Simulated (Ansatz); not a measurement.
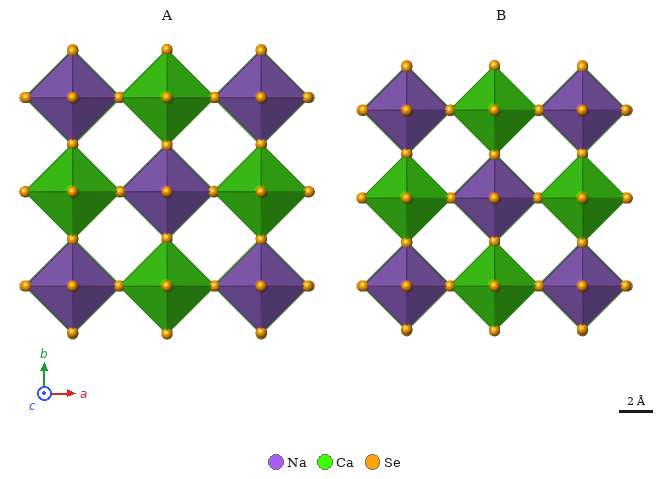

Two geometries of solid NaCaSe6 (a generated structure, set up in Fm-3m), drawn at one scale. One is the start of a relaxation, the other its converged end. Style: polyhedral. Shown: the conventional cell (4 times the calculation's cell), along the c axis. Lengths and directions refer to the drawn axes.

Theory: DFT PBE, scalar-relativistic, plane waves, PAW in Ansatz. Set-up: plane-wave cutoff 420 eV; k-point mesh 6 × 6 × 6; occupations gaussian; smearing width 0.1 eV; no spin polarisation; cell and atoms relaxed; force threshold 0.01 eV/Å; at most 80 steps.

Question: Which one is relaxed?

Answer: Structure B is the relaxed one. The atoms keep their places relative to the cell (all moves are under 0.005 Å). The drawn cell changes as follows: a = b = c 11.572 → 10.787 Å (−6.8 %); the volume changes by −19.0 %. Among the contacts that change: Ca–Se 2.941 → 2.745 Å, Na–Se 2.845 → 2.649 Å. The space group stays Fm-3m (No. 225). The energy falls by 79.8 meV per atom in 4 accepted moves (5 points after the start). The largest force component goes from 0.18 to 0.0043 eV/Å. The pressure goes from −2.25 to −0.04 GPa. At 1 point the geometry stayed and the basis and grid were re-selected for the new cell (energy shift of 0.2 meV per atom at most each time).
